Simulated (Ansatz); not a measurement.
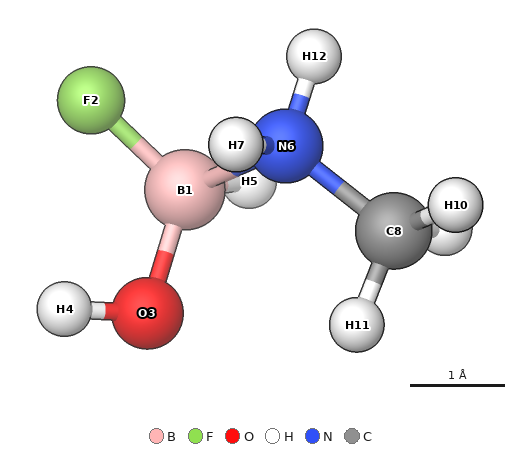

**Figure 1.** The starting structure (ball-and-stick view, seen at a tilt; atoms are numbered from 1 in the order of the input).

# Run report: CH$_{7}$BFNO, nudged elastic band

System: CH$_{7}$BFNO.
Method: RKS r2SCAN-D4/6-31G* (Ansatz 0.2.0).

One setting was made poor on purpose. It belongs to a series of runs on one base structure; here: band between the two ends. Figures and captions count atoms from 1; the log counts them from 0 in places.

**What the program printed**
```
Engine: ansatz 0.2.0, aarch64-unknown-linux-gnu
Functional definition: r2SCAN
  parameter k0 = 0.174
  parameter k1 = 0.065
  parameter a1 = 4.9479
  exchange = r2scan_x(k0 = k0, k1 = k1, a1 = a1)
  correlation = r2scan_c
1071 factors; their error is unknown
mean field evaluation 1: about -8071.9777 eV, gradient 6.6e1 eV
mean field evaluation 2: about -8062.7899 eV, gradient 9.5e1 eV
mean field evaluation 4: about -8079.8520 eV, gradient 4.2e0 eV
mean field evaluation 8: about -8079.8219 eV, gradient 3.4e-1 eV
mean field evaluation 16: about -8079.8221 eV, gradient 1.2e-5 eV
mean field -8079.82207713 eV, -296.9279846344 hartree, gradient 1.2e-5 eV, S^2 0.000000; 0 other end points of the search recorded, 0 dependent functions left out
the calculation of the forces begins
reference -8079.82208340 eV, -296.9279848648 hartree; 21, 21 occupied and 68, 68 virtual orbitals, 1071 factors
1071 factors; their error is unknown
mean field evaluation 32: about -8078.8388 eV, gradient 2.6e-3 eV
mean field -8078.83875166 eV, -296.8918480900 hartree, gradient 9.7e-6 eV, S^2 0.000000; 0 other end points of the search recorded, 0 dependent functions left out
[... from here on the field's lines of each further geometry are left out, up to the last ...]
NEB iter   1: max|band force component| = 2.603e1 eV/Å  barrier→ = 6.4400 eV  barrier← = 5.4551 eV  Δτ_max = 0.2000 Å  (250 SCF iters)
NEB iter   2: max|band force component| = 4.159e0 eV/Å  barrier→ = 1.9951 eV  barrier← = 1.0101 eV  Δτ_max = 0.1879 Å  (233 SCF iters)
NEB iter   3: max|band force component| = 1.893e0 eV/Å  barrier→ = 1.4415 eV  barrier← = 0.4566 eV  Δτ_max = 0.1621 Å  (216 SCF iters)
NEB iter   4: max|band force component| = 1.356e0 eV/Å  barrier→ = 1.3333 eV  barrier← = 0.3484 eV  Δτ_max = 0.1194 Å  (210 SCF iters)
NEB iter   5: max|band force component| = 5.041e-1 eV/Å  barrier→ = 1.2883 eV  barrier← = 0.3034 eV  Δτ_max = 0.1120 Å  (197 SCF iters)
NEB iter   6: max|band force component| = 4.402e-1 eV/Å  barrier→ = 1.2702 eV  barrier← = 0.2853 eV  CI = image 5  Δτ_max = 0.2000 Å  (203 SCF iters)
NEB iter   7: max|band force component| = 1.433e0 eV/Å  barrier→ = 1.3627 eV  barrier← = 0.3778 eV  CI = image 5  Δτ_max = 0.1011 Å  (210 SCF iters)
NEB iter   8: max|band force component| = 9.508e-1 eV/Å  barrier→ = 1.3827 eV  barrier← = 0.3978 eV  CI = image 5  Δτ_max = 0.1009 Å  (206 SCF iters)
NEB iter   9: max|band force component| = 2.444e-1 eV/Å  barrier→ = 1.3616 eV  barrier← = 0.3767 eV  CI = image 5  Δτ_max = 0.1987 Å  (202 SCF iters)
NEB iter  10: max|band force component| = 2.884e-1 eV/Å  barrier→ = 1.3539 eV  barrier← = 0.3690 eV  CI = image 5  Δτ_max = 0.0995 Å  (204 SCF iters)
NEB iter  11: max|band force component| = 1.585e-1 eV/Å  barrier→ = 1.3524 eV  barrier← = 0.3675 eV  CI = image 5  Δτ_max = 0.1009 Å  (204 SCF iters)
NEB iter  12: max|band force component| = 2.954e-1 eV/Å  barrier→ = 1.3502 eV  barrier← = 0.3653 eV  CI = image 5  Δτ_max = 0.0500 Å  (202 SCF iters)
NEB iter  13: max|band force component| = 9.484e-2 eV/Å  barrier→ = 1.3488 eV  barrier← = 0.3639 eV  CI = image 5  Δτ_max = 0.1003 Å  (206 SCF iters)
NEB iter  14: max|band force component| = 6.588e-2 eV/Å  barrier→ = 1.3486 eV  barrier← = 0.3637 eV  CI = image 5  Δτ_max = 0.1001 Å  (208 SCF iters)
NEB iter  15: max|band force component| = 7.776e-2 eV/Å  barrier→ = 1.3485 eV  barrier← = 0.3636 eV  CI = image 5  Δτ_max = 0.0500 Å  (209 SCF iters)
NEB iter  16: max|band force component| = 5.265e-2 eV/Å  barrier→ = 1.3485 eV  barrier← = 0.3636 eV  CI = image 5  Δτ_max = 0.0500 Å  (212 SCF iters)
the calculation of the forces begins
reference -8078.83030109 eV, -296.8915375374 hartree; 21, 21 occupied and 68, 68 virtual orbitals, 1071 factors
1071 factors; their error is unknown
mean field evaluation 1088: about -8078.5423 eV, gradient 5.7e-2 eV
mean field -8078.47446814 eV, -296.8784609175 hartree, gradient 1.8e-5 eV, S^2 0.000000; 1 other end points of the search recorded, 0 dependent functions left out
the calculation of the forces begins
reference -8078.47447438 eV, -296.8784611468 hartree; 21, 21 occupied and 68, 68 virtual orbitals, 1071 factors
NEB iter  17: max|band force component| = 4.573e-2 eV/Å  barrier→ = 1.3485 eV  barrier← = 0.3636 eV  CI = image 5  Δτ_max = 0.0000 Å  (396 SCF iters)
```

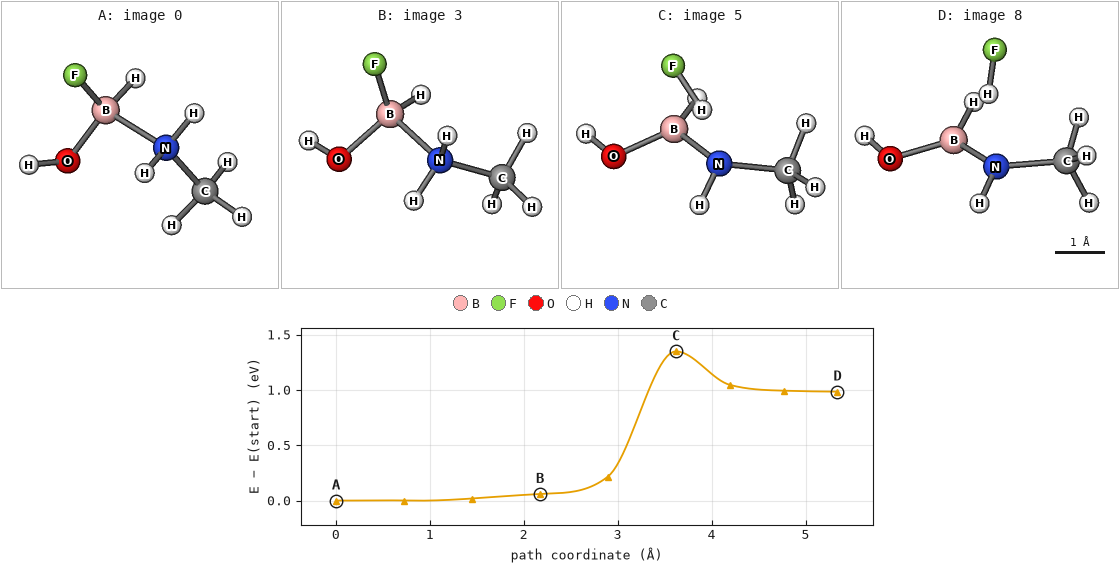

**Figure 2.** Images of the last band (counted from 0; ball-and-stick, seen at a tilt) above the energy along the path; the line is a cubic interpolation that uses the forces. The highest image is number 5, 1.348 eV above the start and 0.364 eV above the end (the climbing image); the end lies 0.985 eV above the start. The path is 5.34 Å long. The band converged in 17 iterations.

```
Total energy: -8078.52114229 eV, -296.8801761610 hartree
Atom 0 at     0.249667     0.372283    -0.141996 Å, force     0.002129     0.000962    -0.001140 eV/Å
Atom 1 at    -0.899384    -0.062169     1.315873 Å, force    -0.000684     0.001168     0.000462 eV/Å
Atom 2 at     1.429353    -0.306822     0.048858 Å, force    -0.001744     0.000747    -0.000287 eV/Å
Atom 3 at     1.405680    -1.171514    -0.380461 Å, force     0.001749    -0.001122     0.000390 eV/Å
Atom 4 at    -0.489116     0.183142    -1.067549 Å, force    -0.001518     0.000714     0.000884 eV/Å
Atom 5 at     0.246513     1.740129     0.515955 Å, force    -0.000408     0.000879    -0.003079 eV/Å
Atom 6 at     1.163827     1.985724     0.885395 Å, force    -0.001163    -0.000385     0.001799 eV/Å
Atom 7 at    -0.418370     2.861933    -0.152652 Å, force     0.000517    -0.001444     0.000508 eV/Å
Atom 8 at    -1.421868     2.544339    -0.450284 Å, force    -0.000469     0.000022    -0.000143 eV/Å
Atom 9 at    -0.512455     3.713486     0.529782 Å, force     0.000254     0.000890     0.000426 eV/Å
Atom 10 at     0.122700     3.184650    -1.051826 Å, force     0.000445     0.000163    -0.000969 eV/Å
Atom 11 at    -0.505746     0.985517     1.331004 Å, force     0.000893    -0.002593     0.001147 eV/Å
Dipole moment:     0.192363     0.413496    -0.226123 e Å
this run last wrote the band of iteration 17 to [file]
```

**The last band as extended XYZ (Å, eV, eV/Å)**
```
12
Properties=species:S:1:pos:R:3:forces:R:3 image=0 energy=-8079.86961
B    -0.0052    0.1116   -0.0413    0.0010  -0.0278  -0.0149
F     0.1496   -0.7818    1.0222    0.0019   0.0220  -0.0121
O     1.1490    0.2585   -0.8592   -0.0071  -0.0048   0.0289
H     1.8763   -0.2186   -0.4342   -0.0087   0.0121  -0.0066
H    -1.0584    0.0327   -0.6486   -0.0068  -0.0004  -0.0028
N    -0.1690    1.6002    0.7896    0.0134  -0.0033   0.0120
H     0.6575    1.7013    1.3835   -0.0016   0.0132  -0.0036
C    -0.2915    2.7504   -0.1294    0.0009   0.0009   0.0153
H    -1.1925    2.6063   -0.7307    0.0018  -0.0022  -0.0058
H    -0.3462    3.7037    0.4069   -0.0014  -0.0050   0.0022
H     0.5767    2.7274   -0.7911    0.0028  -0.0041  -0.0040
H    -0.9755    1.5390    1.4144    0.0037  -0.0004  -0.0086
12
Properties=species:S:1:pos:R:3:forces:R:3 image=1 energy=-8079.86970
B     0.0406    0.1572    0.0534    0.0214  -0.0254  -0.0120
F    -0.0128   -0.7433    1.1243   -0.0090   0.0067   0.0204
O     1.3443    0.3256   -0.5216   -0.0066  -0.0015   0.0271
H     1.6710   -0.5343   -0.8169   -0.0186   0.0218  -0.0458
H    -0.9153    0.0426   -0.7058    0.0089   0.0030   0.0016
N    -0.1496    1.6327    0.7885    0.0072   0.0060   0.0009
H     0.7049    1.7493    1.3393   -0.0055   0.0116   0.0185
C    -0.3166    2.7638   -0.1488    0.0028  -0.0103  -0.0015
H    -1.2200    2.5855   -0.7364    0.0034  -0.0049  -0.0023
H    -0.3921    3.7197    0.3798    0.0021   0.0006  -0.0041
H     0.5462    2.7618   -0.8173    0.0052  -0.0084   0.0006
H    -0.9298    1.5701    1.4438   -0.0112   0.0010  -0.0035
12
Properties=species:S:1:pos:R:3:forces:R:3 image=2 energy=-8079.85119
B     0.0459    0.1561    0.0598    0.0010   0.0023   0.0089
F    -0.3673   -0.6998    1.0886    0.0195  -0.0086   0.0111
O     1.4473    0.1264   -0.2410   -0.0101   0.0097  -0.0174
H     1.6400   -0.6286   -0.8109    0.0013   0.0199  -0.0189
H    -0.7293    0.1633   -0.8883   -0.0152  -0.0099   0.0157
N    -0.0616    1.6611    0.7717   -0.0075  -0.0048   0.0070
H     0.8576    1.7965    1.2014   -0.0148  -0.0050   0.0155
C    -0.3719    2.7711   -0.1512    0.0085   0.0014  -0.0040
H    -1.3605    2.5933   -0.5793    0.0094   0.0027  -0.0117
H    -0.3511    3.7399    0.3592    0.0094   0.0003  -0.0062
H     0.3680    2.7517   -0.9543    0.0163  -0.0114   0.0046
H    -0.7463    1.5997    1.5263   -0.0179   0.0035  -0.0047
12
Properties=species:S:1:pos:R:3:forces:R:3 image=3 energy=-8079.81040
B     0.0401    0.1693    0.0180   -0.0047  -0.0013   0.0034
F    -0.6397   -0.5985    0.9748    0.0085  -0.0173  -0.0001
O     1.4485   -0.0770   -0.0761    0.0012   0.0097  -0.0072
H     1.6003   -0.8902   -0.5741    0.0050   0.0169  -0.0106
H    -0.5848    0.2651   -1.0303   -0.0088   0.0024   0.0062
N     0.0501    1.6948    0.7131   -0.0084  -0.0030   0.0076
H     1.0199    1.8415    1.0040   -0.0078  -0.0072   0.0088
C    -0.4232    2.8071   -0.1348    0.0035  -0.0028  -0.0022
H    -1.4406    2.5812   -0.4604    0.0013   0.0050  -0.0015
H    -0.4035    3.7602    0.4045    0.0127   0.0034  -0.0103
H     0.2189    2.8638   -1.0163    0.0077  -0.0187  -0.0025
H    -0.5151    1.6134    1.5597   -0.0103   0.0128   0.0086
12
Properties=species:S:1:pos:R:3:forces:R:3 image=4 energy=-8079.65302
B     0.0787    0.1980   -0.0223   -0.2298  -0.2210   0.1628
F    -0.7926   -0.3242    1.0020    0.1243  -0.3080  -0.3789
O     1.4178   -0.2790    0.0343   -0.0223   0.0251   0.0065
H     1.4607   -1.1389   -0.4034    0.0464   0.0190   0.0013
H    -0.4800    0.2298   -1.1046    0.0008   0.0474  -0.0312
N     0.1825    1.7279    0.5957   -0.0783  -0.0168   0.0932
H     1.1443    1.9350    0.8732   -0.0190  -0.0660  -0.0245
C    -0.4488    2.8549   -0.1156   -0.0288  -0.0045   0.0249
H    -1.4427    2.5384   -0.4379   -0.0159  -0.0027   0.0006
H    -0.5318    3.7301    0.5369   -0.0032   0.0312  -0.0223
H     0.1383    3.1141   -1.0010    0.0365  -0.1073   0.0393
H    -0.3556    1.4447    1.4247    0.1894   0.6036   0.1283
12
Properties=species:S:1:pos:R:3:forces:R:3 image=5 energy=-8078.52114
B     0.2497    0.3723   -0.1420    0.0021   0.0010  -0.0011
F    -0.8994   -0.0622    1.3159   -0.0007   0.0012   0.0005
O     1.4294   -0.3068    0.0489   -0.0017   0.0007  -0.0003
H     1.4057   -1.1715   -0.3805    0.0017  -0.0011   0.0004
H    -0.4891    0.1831   -1.0675   -0.0015   0.0007   0.0009
N     0.2465    1.7401    0.5160   -0.0004   0.0009  -0.0031
H     1.1638    1.9857    0.8854   -0.0012  -0.0004   0.0018
C    -0.4184    2.8619   -0.1527    0.0005  -0.0014   0.0005
H    -1.4219    2.5443   -0.4503   -0.0005   0.0000  -0.0001
H    -0.5125    3.7135    0.5298    0.0003   0.0009   0.0004
H     0.1227    3.1846   -1.0518    0.0004   0.0002  -0.0010
H    -0.5057    0.9855    1.3310    0.0009  -0.0026   0.0011
12
Properties=species:S:1:pos:R:3:forces:R:3 image=6 energy=-8078.82339
B     0.4070    0.4609   -0.2807    0.0820   0.0471  -0.0833
F    -1.1272    0.0232    1.6434   -0.1162   0.0301   0.1610
O     1.4642   -0.3356    0.0512    0.0249  -0.0118  -0.0127
H     1.3775   -1.2156   -0.3360   -0.0111  -0.0156  -0.0001
H    -0.4312    0.1656   -1.0859    0.0314   0.0003  -0.0179
N     0.3518    1.7476    0.3603    0.0544   0.0010  -0.0769
H     1.1942    2.0203    0.8598    0.0151   0.0141  -0.0088
C    -0.3996    2.8657   -0.2044    0.0060   0.0066  -0.0161
H    -1.3975    2.5183   -0.4894    0.0104  -0.0117  -0.0083
H    -0.5161    3.6675    0.5331   -0.0065  -0.0294   0.0215
H     0.0889    3.2817   -1.0963   -0.0243   0.0599  -0.0058
H    -0.6411    0.8311    1.4269   -0.0660  -0.0906   0.0473
12
Properties=species:S:1:pos:R:3:forces:R:3 image=7 energy=-8078.87634
B     0.4744    0.4317   -0.3279    0.0013  -0.0017  -0.0019
F    -1.3276    0.3423    1.7928   -0.0089   0.0129   0.0063
O     1.4979   -0.3928    0.0472    0.0040  -0.0013  -0.0012
H     1.3917   -1.2755   -0.3291   -0.0002  -0.0030  -0.0030
H    -0.3813    0.1134   -1.1064    0.0026  -0.0014  -0.0023
N     0.4356    1.7273    0.2686    0.0062  -0.0027  -0.0041
H     1.2581    2.0182    0.7901    0.0031   0.0008  -0.0033
C    -0.4041    2.8217   -0.2066   -0.0016  -0.0022   0.0017
H    -1.3309    2.4039   -0.6100    0.0021  -0.0051  -0.0033
H    -0.6653    3.4973    0.6162   -0.0066  -0.0078   0.0057
H     0.0843    3.4090   -0.9967   -0.0010   0.0061   0.0053
H    -0.6620    0.9340    1.4441   -0.0009   0.0054   0.0001
12
Properties=species:S:1:pos:R:3:forces:R:3 image=8 energy=-8078.88469
B     0.5239    0.3815   -0.3295    0.0096  -0.0056  -0.0112
F    -1.5353    0.7830    1.7747    0.0129   0.0053  -0.0047
O     1.5654   -0.4313    0.0277   -0.0034   0.0043   0.0040
H     1.4672   -1.3123   -0.3546   -0.0011  -0.0026  -0.0013
H    -0.3554    0.0350   -1.0694   -0.0011   0.0014   0.0042
N     0.4847    1.6835    0.2441   -0.0101   0.0056   0.0009
H     1.3075    1.9973    0.7514    0.0035   0.0003   0.0000
C    -0.4127    2.7507   -0.1902    0.0047   0.0001   0.0024
H    -1.2982    2.2977   -0.6429   -0.0007  -0.0019   0.0004
H    -0.7433    3.3528    0.6641   -0.0017  -0.0017   0.0001
H     0.0613    3.4126   -0.9271    0.0011  -0.0007  -0.0003
H    -0.6941    1.0801    1.4337   -0.0137  -0.0046   0.0055
```

This output came from the following input.

**The input**
```yaml
crystal:
  periodic: [false, false, false]
  atoms:
    - { symbol: B, position_ang: [-0.005228, 0.111591, -0.04128] }
    - { symbol: F, position_ang: [0.149556, -0.781806, 1.022208] }
    - { symbol: O, position_ang: [1.149012, 0.258473, -0.859181] }
    - { symbol: H, position_ang: [1.87628, -0.218609, -0.434172] }
    - { symbol: H, position_ang: [-1.058427, 0.032714, -0.64857] }
    - { symbol: "N", position_ang: [-0.169011, 1.600203, 0.789564] }
    - { symbol: H, position_ang: [0.65753, 1.701317, 1.383505] }
    - { symbol: C, position_ang: [-0.291451, 2.750354, -0.12942] }
    - { symbol: H, position_ang: [-1.192475, 2.606344, -0.730742] }
    - { symbol: H, position_ang: [-0.346228, 3.703709, 0.406909] }
    - { symbol: H, position_ang: [0.576698, 2.727386, -0.79112] }
    - { symbol: H, position_ang: [-0.975455, 1.539023, 1.414398] }
basis:
  gaussian: { orbitals: "6-31G*" }
hamiltonian:
  xc: r2scan
  dispersion: d4
neb:
  order_check: false
  images: 7
  f_tol: 0.05
  max_iterations: 60
  initial_path: linear
  final_atoms:
    - { symbol: B, position_ang: [0.55189964, 0.47187387, -0.46249061] }
    - { symbol: F, position_ang: [-1.41520418, 0.49832118, 1.76439216] }
    - { symbol: O, position_ang: [1.65343346, -0.31264822, -0.25227989] }
    - { symbol: H, position_ang: [1.58403348, -1.14701321, -0.73288743] }
    - { symbol: H, position_ang: [-0.34403321, 0.1620668, -1.19869379] }
    - { symbol: "N", position_ang: [0.47097284, 1.69278776, 0.26458479] }
    - { symbol: H, position_ang: [1.30037403, 1.99411585, 0.76866045] }
    - { symbol: C, position_ang: [-0.5047259, 2.74731546, 0.00212527] }
    - { symbol: H, position_ang: [-1.38620086, 2.29781502, -0.46184719] }
    - { symbol: H, position_ang: [-0.82338574, 3.22381395, 0.93644287] }
    - { symbol: H, position_ang: [-0.10623186, 3.51854814, -0.67032441] }
    - { symbol: H, position_ang: [-0.61013071, 0.88370239, 1.42441678] }
```

Command:
```bash
ansatz run input.yaml --threads 2 --pin off --max-ram 3072MiB --backend cpu --events-out ev --progress --plain --runs-dir out
```

**Key numbers**

```json
{"quantity": "outcome", "value": "converged"}
{"quantity": "barrier, forward", "value": "1.349 eV"}
{"quantity": "barrier, backward", "value": "0.364 eV"}
{"quantity": "hardware", "value": "2 threads of Arm Neoverse V2, 24 GiB of memory available, shared host"}
{"quantity": "wall time", "value": "5.5 min (CPU time 11 min)"}
{"quantity": "peak memory", "value": "0.14 GiB"}
```

**Notes**

A deliberately poor setting: straight start. The order of the saddle point was not checked.
